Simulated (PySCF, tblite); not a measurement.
# C4H7BOS: geometry, infrared bands and NMR shifts

Wanted: the infrared bands and NMR shifts of C4H7BOS (`CCB1OC=CS1`), by calculation.

Computed with tblite 0.8.0 and PySCF 2.14.0, with density-fitted response routines of our own, on a single molecule in the gas phase. Atoms count from 0, in the outputs and in this text.

## (1) Starting geometry

14 atoms, charge 0, multiplicity 1; geometry from: force field or distance geometry start.

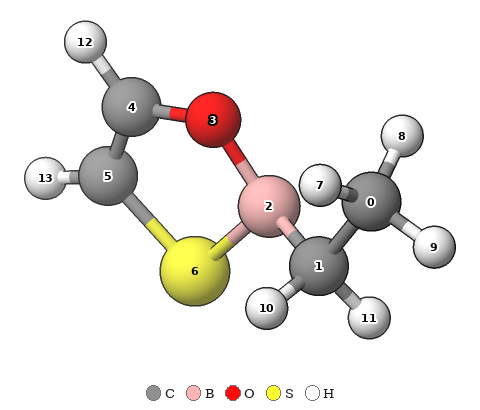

As it starts; carbon grey, boron pink, oxygen red, sulfur yellow, hydrogen white, atoms numbered; sticks join atoms by distance.

## (2) Optimising the geometry with GFN2-xTB

Job settings and geometry (Å):

```
{"job": {"kind": "relax", "xc": "GFN2-xTB", "basis": "xTB"}, "charge": 0, "multiplicity": 1}
C     -2.245100    -0.306000     0.783300
C     -1.280300     0.728900     0.238200
B      0.076700     0.071000    -0.290100
O      0.840000    -0.931800     0.411300
C      2.182800    -0.857800     0.441500
C      2.729400     0.147700    -0.207000
S      1.466800     1.176500    -0.954100
H     -2.069300    -0.372000     1.883300
H     -2.171500    -1.287700     0.265200
H     -3.275300     0.120100     0.554200
H     -1.114300     1.459000     1.049800
H     -1.748000     1.277600    -0.586500
H      2.819800    -1.597500     0.970400
H      3.787600     0.371600    -0.301600
```

Launch:

```bash
OMP_NUM_THREADS=1 python probes_run.py task.json out
```

The driver reads the jobs from task.json and runs them one after another.

**Question.** This job is followed by: GFN2-xTB harmonic vibrations, gas phase; GIAO PBE0/pcSseg-1 NMR shielding, non-relativistic, gas phase. What will the session give for the following? strongest single infrared mode (GFN2-xTB); zero-point energy (GFN2-xTB); 13C shifts against TMS (PBE0/pcSseg-1); 1H shifts against TMS (PBE0/pcSseg-1, means over atoms taken as alike); 11B shifts against BF3·OEt2 (PBE0/pcSseg-1); 17O shifts against H2O (PBE0/pcSseg-1); 33S shifts against CS2 (PBE0/pcSseg-1).

**Answer**, as computed:

| quantity | value |
| --- | --- |
| strongest single infrared mode (GFN2-xTB) | 1258 cm⁻¹, 119 km/mol |
| zero-point energy (GFN2-xTB) | 66.9 kcal/mol |
| 13C shifts against TMS (PBE0/pcSseg-1) | 149.2, 118.6, 12.3, 10.2 ppm |
| 1H shifts against TMS (PBE0/pcSseg-1, means over atoms taken as alike) | 7.30, 6.41, 1.57, 1.25 ppm |
| 11B shifts against BF3·OEt2 (PBE0/pcSseg-1) | 46.8 ppm |
| 17O shifts against H2O (PBE0/pcSseg-1) | 269.3 ppm |
| 33S shifts against CS2 (PBE0/pcSseg-1) | 78 ppm |

**Reading.** Over 47 steps the energy fell by 0.962 eV; of the close pairs, B2–O3 changed most, 1.442 to 1.351 Å. No mode is imaginary among the 36: a minimum at this level. The strongest single mode, at 1258 cm⁻¹, moves mainly B2. Unscaled tight-binding wavenumbers are off by several per cent, some by more. Its intensities can rank the bands wrongly. The most deshielded carbon is C4 (alkene carbon bearing oxygen), at 149.2 ppm: an sp2 carbon further deshielded by the attached heteroatom. H12 (hydrogen on an alkene carbon bearing oxygen) lies farthest downfield among hydrogen, at 7.30 ppm; attached to an sp2 carbon and in the plane of the double bond. At PBE0/pcSseg-1: The largest span, 363 ppm, is at O3, where the paramagnetic term is -328 ppm. NICS(1)zz of -16 ppm above the planar ring from B2 marks a diatropic (aromatic) ring current.
